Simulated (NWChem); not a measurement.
**doublet [C6H6]+ at 4 levels**

We compute a comparison of 4 runs (UB3LYP/6-31G*, UPBE0/cc-pVDZ, UB3LYP/cc-pVDZ, UM06-2X/cc-pVDZ) of doublet [C6H6]+. 

Program for the calculation: NWChem 7.3.0.

**1. The molecule**

[C6H6]+ has 12 atoms, charge +1, and is taken as a doublet. As SMILES of the parent species, `C1=CC2C3C1C23`. The coordinates come from a PBE0-D4/def2-TZVP relaxation. This is one conformer, not always the lowest. That shape belongs to the parent species and isn't relaxed for this state.

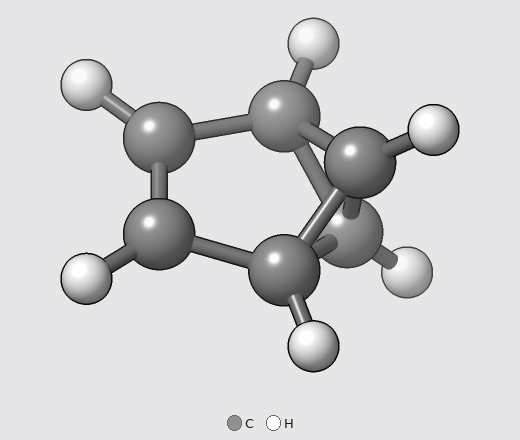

Viewed from a chosen angle; carbon grey, hydrogen white.

**2. The energy at UB3LYP/6-31G(d) (spherical functions) (run 1)**

run.py reads:

```python
from ase import Atoms
from ase.calculators.nwchem import NWChem

mol = Atoms(['C', 'C', 'C', 'C', 'C', 'C', 'H', 'H', 'H', 'H', 'H', 'H'], positions=[
    [-0.524790, -1.200480, -0.595490],
    [-0.082000, -1.277450, 0.657690],
    [0.395270, 0.103330, 1.000410],
    [0.887780, 0.776570, -0.265960],
    [-0.314560, 0.226720, -1.008650],
    [-0.425830, 1.110400, 0.218640],
    [-0.950080, -1.977870, -1.213180],
    [-0.056260, -2.133250, 1.316240],
    [0.817850, 0.372370, 1.960410],
    [1.761520, 1.350110, -0.539440],
    [-0.576140, 0.614680, -1.985180],
    [-0.932760, 2.034850, 0.454530],
])

calc = NWChem(
    label='c6h6',
    theory='dft',
    memory='2200 mb',
    basis='6-31G*',
    basispar='spherical bse',
    charge=1,
    dft={'xc': 'b3lyp', 'mult': '2', 'grid': 'fine', 'convergence': 'energy 1e-08', 'iterations': '100', 'mulliken': None, 'print': 'low'},
    task='energy',
)
mol.calc = calc

print("Total energy (eV):", round(mol.get_potential_energy(), 6))
```

Run with:

```bash
$ export ASE_NWCHEM_COMMAND="nwchem PREFIX.nwi > PREFIX.nwo"
$ python run.py
```

The log of the run:

```text
Total energy (eV): -6308.004148
```

The calculator wrote c6h6.nwi:

```
title "c6h6"

permanent_dir c6h6

scratch_dir c6h6

start c6h6

geometry units angstrom nocenter noautosym noautoz
  C  -5.2478999999999998e-01 -1.2004800000000000e+00 -5.9548999999999996e-01
  C  -8.2000000000000003e-02 -1.2774500000000000e+00 6.5769000000000000e-01
  C  3.9527000000000001e-01 1.0333000000000001e-01 1.0004100000000000e+00
  C  8.8778000000000001e-01 7.7656999999999998e-01 -2.6595999999999997e-01
  C  -3.1456000000000001e-01 2.2672000000000000e-01 -1.0086500000000000e+00
  C  -4.2582999999999999e-01 1.1104000000000001e+00 2.1864000000000000e-01
  H  -9.5008000000000004e-01 -1.9778700000000000e+00 -1.2131799999999999e+00
  H  -5.6259999999999998e-02 -2.1332499999999999e+00 1.3162400000000001e+00
  H  8.1784999999999997e-01 3.7236999999999998e-01 1.9604100000000000e+00
  H  1.7615200000000000e+00 1.3501099999999999e+00 -5.3944000000000003e-01
  H  -5.7613999999999999e-01 6.1468000000000000e-01 -1.9851799999999999e+00
  H  -9.3276000000000003e-01 2.0348500000000000e+00 4.5452999999999999e-01
end

charge 1

memory 2200 mb

basis spherical bse noprint
   * library 6-31G*
end

dft
  xc b3lyp
  mult 2
  grid fine
  convergence energy 1e-08
  iterations 100
  mulliken
  print low
end

task dft energy
```

c6h6.nwo:

```text
Northwest Computational Chemistry Package (NWChem) 7.3.0
             --------------------------------------------------------

           Job information
           ---------------

    nwchem branch   = 7.3.0
    use scalapack   = T
    input           = c6h6.nwi
    prefix          = c6h6.
    data base       = c6h6/c6h6.db
    status          = startup
    nproc           =        1

           Memory information
           ------------------

    heap     =     72089596 doubles =      550.0 Mbytes
    stack    =     72089601 doubles =      550.0 Mbytes
    global   =    144179200 doubles =     1100.0 Mbytes (distinct from heap & stack)
    total    =    288358397 doubles =     2200.0 Mbytes
    verify   = yes
    hardfail = no

[... 36 lines left out ...]
            Nuclear Dipole moment (a.u.)
[... 105 lines left out ...]
   convergence    iter        energy       DeltaE   RMS-Dens  Diis-err    time
[... 13 lines left out ...]
         Total DFT energy =     -231.814878613210
      One electron energy =     -727.766528221587
           Coulomb energy =      315.135988461434
    Exchange-Corr. energy =      -34.538843937688
 Nuclear repulsion energy =      215.354505084631
[... 41 lines left out ...]
     ------------------------------------------
      Spin Density - Lowdin Population Analysis
     ------------------------------------------

    Atom       Charge   Shell Charges
 -----------   ------   -------------------------------------------------------
    1 C    6     0.36   0.00  0.01  0.22  0.00  0.12  0.01
    2 C    6     0.36   0.00  0.01  0.22  0.00  0.12  0.01
    3 C    6     0.03  -0.00 -0.00  0.02 -0.00  0.00  0.01
[... 8 lines of this table left out ...]
   12 H    1     0.03   0.02  0.01

     --------------------------
     Expectation value of S2:
     --------------------------
      <S2> =      0.7528 (Exact =     0.7500)

 Task  times  cpu:       35.3s     wall:       35.3s
 Total times  cpu:       35.3s     wall:       35.3s
```

Wall time 37 s (1 thread of Intel Xeon 6975P-C (Granite Rapids), shared host); peak memory 0.11 GiB.

**3. A single-point energy at UPBE0/cc-pVDZ (run 2)**

run.py reads:

```python
from ase import Atoms
from ase.calculators.nwchem import NWChem

system = Atoms(['C', 'C', 'C', 'C', 'C', 'C', 'H', 'H', 'H', 'H', 'H', 'H'], positions=[
    [-0.524790, -1.200480, -0.595490],
    [-0.082000, -1.277450, 0.657690],
    [0.395270, 0.103330, 1.000410],
    [0.887780, 0.776570, -0.265960],
    [-0.314560, 0.226720, -1.008650],
    [-0.425830, 1.110400, 0.218640],
    [-0.950080, -1.977870, -1.213180],
    [-0.056260, -2.133250, 1.316240],
    [0.817850, 0.372370, 1.960410],
    [1.761520, 1.350110, -0.539440],
    [-0.576140, 0.614680, -1.985180],
    [-0.932760, 2.034850, 0.454530],
])

calc = NWChem(
    label='mol',
    theory='dft',
    memory='2200 mb',
    basis='cc-pVDZ',
    basispar='spherical bse',
    charge=1,
    dft={'xc': 'pbe0', 'mult': '2', 'grid': 'fine', 'convergence': 'energy 1e-08', 'iterations': '100', 'mulliken': None, 'print': 'low'},
    task='energy',
)
system.calc = calc

print("Total energy (eV):", round(system.get_potential_energy(), 6))
```

Run with:

```bash
$ export ASE_NWCHEM_COMMAND="nwchem PREFIX.nwi > PREFIX.nwo"
$ python run.py
```

The log of the run:

```text
Total energy (eV): -6301.152659
```

The calculator wrote mol.nwi:

```
title "mol"

permanent_dir mol

scratch_dir mol

start mol

geometry units angstrom nocenter noautosym noautoz
  C  -5.2478999999999998e-01 -1.2004800000000000e+00 -5.9548999999999996e-01
  C  -8.2000000000000003e-02 -1.2774500000000000e+00 6.5769000000000000e-01
  C  3.9527000000000001e-01 1.0333000000000001e-01 1.0004100000000000e+00
  C  8.8778000000000001e-01 7.7656999999999998e-01 -2.6595999999999997e-01
  C  -3.1456000000000001e-01 2.2672000000000000e-01 -1.0086500000000000e+00
  C  -4.2582999999999999e-01 1.1104000000000001e+00 2.1864000000000000e-01
  H  -9.5008000000000004e-01 -1.9778700000000000e+00 -1.2131799999999999e+00
  H  -5.6259999999999998e-02 -2.1332499999999999e+00 1.3162400000000001e+00
  H  8.1784999999999997e-01 3.7236999999999998e-01 1.9604100000000000e+00
  H  1.7615200000000000e+00 1.3501099999999999e+00 -5.3944000000000003e-01
  H  -5.7613999999999999e-01 6.1468000000000000e-01 -1.9851799999999999e+00
  H  -9.3276000000000003e-01 2.0348500000000000e+00 4.5452999999999999e-01
end

charge 1

memory 2200 mb

basis spherical bse noprint
   * library cc-pVDZ
end

dft
  xc pbe0
  mult 2
  grid fine
  convergence energy 1e-08
  iterations 100
  mulliken
  print low
end

task dft energy
```

mol.nwo:

```text
Northwest Computational Chemistry Package (NWChem) 7.3.0
             --------------------------------------------------------

           Job information
           ---------------

    nwchem branch   = 7.3.0
    use scalapack   = T
    input           = mol.nwi
    prefix          = mol.
    data base       = mol/mol.db
    status          = startup
    nproc           =        1

           Memory information
           ------------------

    heap     =     72089596 doubles =      550.0 Mbytes
    stack    =     72089601 doubles =      550.0 Mbytes
    global   =    144179200 doubles =     1100.0 Mbytes (distinct from heap & stack)
    total    =    288358397 doubles =     2200.0 Mbytes
    verify   = yes
    hardfail = no

[... 36 lines left out ...]
            Nuclear Dipole moment (a.u.)
[... 105 lines left out ...]
   convergence    iter        energy       DeltaE   RMS-Dens  Diis-err    time
[... 13 lines left out ...]
         Total DFT energy =     -231.563091039242
      One electron energy =     -727.597774515888
           Coulomb energy =      314.925274149307
    Exchange-Corr. energy =      -34.245095757292
 Nuclear repulsion energy =      215.354505084631
[... 41 lines left out ...]
     ------------------------------------------
      Spin Density - Lowdin Population Analysis
     ------------------------------------------

    Atom       Charge   Shell Charges
 -----------   ------   -------------------------------------------------------
    1 C    6     0.35   0.00  0.01  0.00  0.22  0.11  0.01
    2 C    6     0.35   0.00  0.01  0.00  0.22  0.11  0.01
    3 C    6     0.03   0.00 -0.00 -0.00  0.02 -0.00  0.01
[... 8 lines of this table left out ...]
   12 H    1     0.03   0.02  0.00 -0.00

     --------------------------
     Expectation value of S2:
     --------------------------
      <S2> =      0.7536 (Exact =     0.7500)

 Task  times  cpu:       54.4s     wall:       54.4s
 Total times  cpu:       54.4s     wall:       54.4s
```

It took 56 s on 1 thread of Intel Xeon 6975P-C (Granite Rapids), shared host; peak memory 0.12 GiB.

Run 3 isn't shown in full; the table further down has it.

**4. The energy at UM06-2X/cc-pVDZ (run 4)**

run.py reads:

```python
from ase import Atoms
from ase.calculators.nwchem import NWChem

atoms = Atoms(['C', 'C', 'C', 'C', 'C', 'C', 'H', 'H', 'H', 'H', 'H', 'H'], positions=[
    [-0.524790, -1.200480, -0.595490],
    [-0.082000, -1.277450, 0.657690],
    [0.395270, 0.103330, 1.000410],
    [0.887780, 0.776570, -0.265960],
    [-0.314560, 0.226720, -1.008650],
    [-0.425830, 1.110400, 0.218640],
    [-0.950080, -1.977870, -1.213180],
    [-0.056260, -2.133250, 1.316240],
    [0.817850, 0.372370, 1.960410],
    [1.761520, 1.350110, -0.539440],
    [-0.576140, 0.614680, -1.985180],
    [-0.932760, 2.034850, 0.454530],
])

calc = NWChem(
    label='run',
    theory='dft',
    memory='2200 mb',
    basis='cc-pVDZ',
    basispar='spherical bse',
    charge=1,
    dft={'xc': 'm06-2x', 'mult': '2', 'grid': 'fine', 'convergence': 'energy 1e-08', 'iterations': '100', 'mulliken': None},
    task='energy',
)
atoms.calc = calc

print("Total energy (eV):", round(atoms.get_potential_energy(), 6))
```

Run with:

```bash
$ export ASE_NWCHEM_COMMAND="nwchem PREFIX.nwi > PREFIX.nwo"
$ python run.py
```

The log of the run:

```text
Total energy (eV): -6305.970419
```

The calculator wrote run.nwi:

```
title "run"

permanent_dir run

scratch_dir run

start run

geometry units angstrom nocenter noautosym noautoz
  C  -5.2478999999999998e-01 -1.2004800000000000e+00 -5.9548999999999996e-01
  C  -8.2000000000000003e-02 -1.2774500000000000e+00 6.5769000000000000e-01
  C  3.9527000000000001e-01 1.0333000000000001e-01 1.0004100000000000e+00
  C  8.8778000000000001e-01 7.7656999999999998e-01 -2.6595999999999997e-01
  C  -3.1456000000000001e-01 2.2672000000000000e-01 -1.0086500000000000e+00
  C  -4.2582999999999999e-01 1.1104000000000001e+00 2.1864000000000000e-01
  H  -9.5008000000000004e-01 -1.9778700000000000e+00 -1.2131799999999999e+00
  H  -5.6259999999999998e-02 -2.1332499999999999e+00 1.3162400000000001e+00
  H  8.1784999999999997e-01 3.7236999999999998e-01 1.9604100000000000e+00
  H  1.7615200000000000e+00 1.3501099999999999e+00 -5.3944000000000003e-01
  H  -5.7613999999999999e-01 6.1468000000000000e-01 -1.9851799999999999e+00
  H  -9.3276000000000003e-01 2.0348500000000000e+00 4.5452999999999999e-01
end

charge 1

memory 2200 mb

basis spherical bse noprint
   * library cc-pVDZ
end

dft
  xc m06-2x
  mult 2
  grid fine
  convergence energy 1e-08
  iterations 100
  mulliken
end

task dft energy
```

run.nwo:

```text
Northwest Computational Chemistry Package (NWChem) 7.3.0
             --------------------------------------------------------

           Job information
           ---------------

    nwchem branch   = 7.3.0
    use scalapack   = T
    input           = run.nwi
    prefix          = run.
    data base       = run/run.db
    status          = startup
    nproc           =        1

           Memory information
           ------------------

    heap     =     72089598 doubles =      550.0 Mbytes
    stack    =     72089595 doubles =      550.0 Mbytes
    global   =    144179200 doubles =     1100.0 Mbytes (distinct from heap & stack)
    total    =    288358393 doubles =     2200.0 Mbytes
    verify   = yes
    hardfail = no

[... 121 lines left out ...]
  convergence criterion.
[... 17 lines left out ...]
          Convergence on gradient requested:  5.00D-04
[... 23 lines left out ...]
          Convergence aids based upon iterative change in
[... 30 lines left out ...]
 1-e energy   =    -715.108153
[... 53 lines left out ...]
         Total DFT energy =     -231.740140444904
[... 2 lines left out ...]
    Exchange-Corr. energy =      -34.422107601653
[... 806 lines left out ...]
                     DFT Final Beta Molecular Orbital Analysis
[... 903 lines left out ...]
 center of mass
 --------------
 x =  -0.01706820 y =  -0.06944169 z =   0.00176772

 moments of inertia (a.u.)
 ------------------
         433.065418358743         -48.113609294492         -36.339634617382
         -48.113609294492         252.343818492203          11.702874978323
         -36.339634617382          11.702874978323         352.138838180555

     Multipole analysis of the density
     ---------------------------------

     L   x y z        total         alpha         beta         nuclear
     -   - - -        -----         -----         ----         -------
     0   0 0 0      1.000000    -21.000000    -20.000000     42.000000

     1   1 0 0     -0.104944      0.418879      0.082118     -0.605941
[... 8 lines of this table left out ...]
     2   0 0 2    -19.141555    -62.101195    -60.706284    103.665923

 Task  times  cpu:       72.8s     wall:       72.8s
 Total times  cpu:       72.9s     wall:       72.9s
```

Wall time 74 s (1 thread of Intel Xeon 6975P-C (Granite Rapids), shared host); peak memory 0.12 GiB.

**5. Overview of the runs**

| run | level | energy (Eh) | ⟨S²⟩ | wall time |
| --- | --- | --- | --- | --- |
| 1 | UB3LYP/6-31G* (spherical functions) | -231.814879 | 0.753 | 37 s |
| 2 | UPBE0/cc-pVDZ | -231.563091 | 0.754 | 56 s |
| 3 | UB3LYP/cc-pVDZ | -231.827043 | 0.753 | 60 s |
| 4 | UM06-2X/cc-pVDZ | -231.740140 | 0.753 | 74 s |

**6. Outcome**

```
                                 quantity          value
                      run 4: total energy  -231.74014 Eh
run 4: HOMO energy (highest over α and β)      -14.63 eV
 run 4: LUMO energy (lowest over α and β)       -9.46 eV
                              run 4: ⟨S²⟩          0.753
```

In words: Totals of different functionals can't be ranked against each other. All runs together took 3.8 min, the longest 74 s.
